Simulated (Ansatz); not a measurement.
Here is a crystal structure:

```
CELL_PARAMETERS angstrom
-5.27735 -5.27735 0.00000
0.00000 -5.27735 5.27735
-5.27735 0.00000 5.27735
ATOMIC_POSITIONS crystal
Cu 0.33684 0.00000 0.00000
Cu 0.99650 0.00000 0.00000
Cu 0.66667 0.32983 0.00000
Cu 0.33684 0.32983 0.00000
Cu 0.00001 0.33335 0.99996
Cu 0.66667 0.67017 0.00000
Cu 0.33332 0.66665 0.00004
Cu 0.99650 0.67017 0.00000
Cu 0.66667 0.00000 0.32983
Cu 0.33684 0.00000 0.32983
Cu 0.00001 0.99996 0.33335
Cu 0.66663 0.33335 0.33335
Cu 0.33397 0.33269 0.33269
Cu 0.00001 0.33335 0.33335
Cu 0.66667 0.67017 0.32983
Cu 0.33397 0.66731 0.33269
Cu 0.99936 0.66731 0.33269
Cu 0.66667 0.00000 0.67017
Cu 0.33332 0.00004 0.66665
Cu 0.99650 0.00000 0.67017
Cu 0.66667 0.32983 0.67017
Cu 0.33397 0.33269 0.66731
Cu 0.99936 0.33269 0.66731
Cu 0.66671 0.66665 0.66665
Cu 0.33332 0.66665 0.66665
Cu 0.99936 0.66731 0.66731
```

Q: Summarise the structure in words.

A: The element is copper. The atoms follow space group Fm-3m (No. 225); the Bravais lattice is face-centred cubic. The cell holds 26 atoms. Cu takes three kinds of site: twelve a cell with eleven Cu at 2.46 to 2.54 Å; eight a cell with twelve Cu in a cuboctahedral arrangement at 2.49 to 2.50 Å; six a cell with twelve Cu in a cuboctahedral arrangement at 2.48 to 2.50 Å. The bonds build a three-dimensional framework.

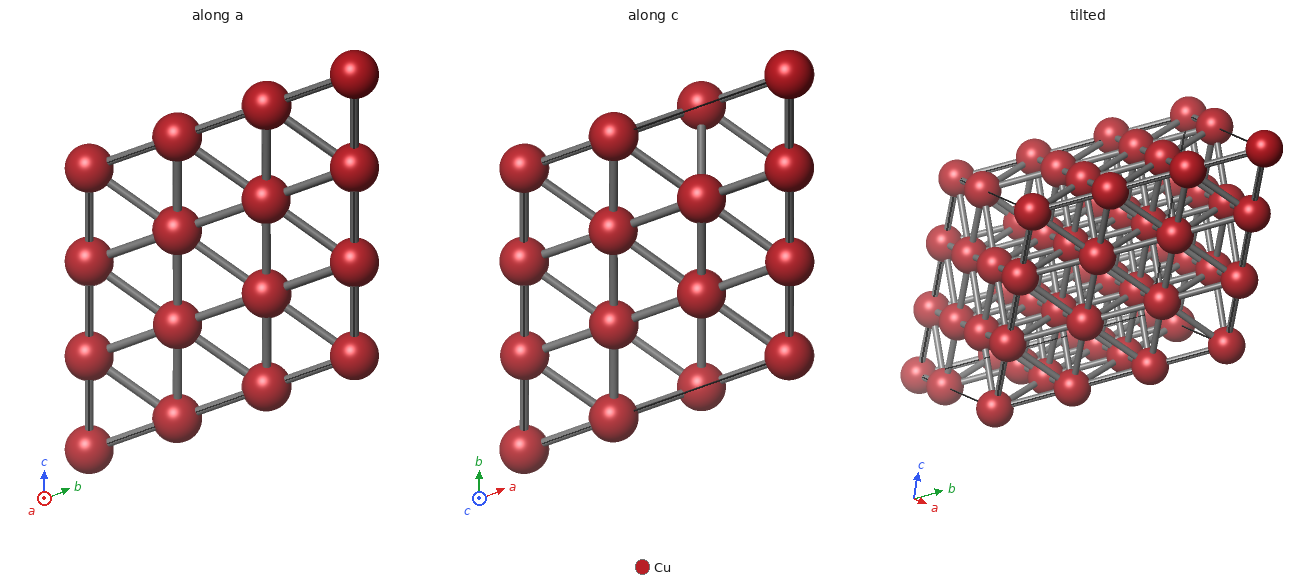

View along the a axis, along the c axis and slightly off an axis, drawn as a ball-and-stick model. Thin lines show the simulation cell, with boundary atoms drawn in all their periodic places.

The starting point was a structure listed in the Materials Project, repeated into a supercell with a point defect put in. The atoms were relaxed in a fixed cell with DFT LDA, scalar-relativistic, plane waves, PAW (Ansatz 0.2.0).
